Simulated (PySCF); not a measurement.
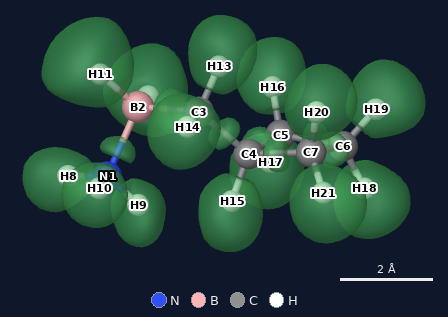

Figure. C₅H₁₄BN. Isosurface of the ELF at 0.85 (green), seen from one side. Core shells and regions of very low density are left out.

Geometry: GFN2-xTB.

These are results of PBE0/pcSseg-1, SCF density, gas phase, non-relativistic (PySCF 2.14.0), not measurements.

Input

```
{"job": {"kind": "nmr", "xc": "PBE0", "basis": "pcSseg-1"}, "charge": 0, "multiplicity": 1}
N      2.639995     0.386525    -0.469066
B      1.847411    -0.927504     0.151338
C      0.564339    -0.325976     0.955123
C     -0.465816     0.392825     0.094625
C     -1.251377    -0.461993    -0.918255
C     -2.562855     0.158979    -0.416748
C     -1.803204     0.780084     0.763469
H      3.474882     0.086167    -0.957851
H      2.003632     0.850480    -1.107286
H      2.880121     1.009568     0.293918
H      2.631676    -1.457270     0.876488
H      1.558255    -1.592799    -0.792936
H      0.056333    -1.145001     1.468526
H      0.885217     0.366401     1.742904
H     -0.019187     1.269334    -0.389560
H     -1.170394    -1.523475    -0.697974
H     -1.019795    -0.302690    -1.970435
H     -2.968809     0.904013    -1.099891
H     -3.353714    -0.542457    -0.157055
H     -1.967096     0.247957     1.698671
H     -1.968534     1.843775     0.931523
```

Command:

```sh
OMP_NUM_THREADS=1 python probes_run.py task.json out
```

Question: What do the ELF domains correspond to?

Answer: The surface consists of one region between bonded B–C atoms (shared pairs), one region between bonded B–N atoms (shared pairs), five regions between bonded C–C atoms (shared pairs) and 14 regions around hydrogen nuclei. Along the contacts the grid gives the following. C–C (1.52 Å): the ELF peaks at about 0.95 between the atoms; localised, covalent bonding. C–B (1.63 Å): the ELF peaks at about 1 between the atoms: a shared electron pair.
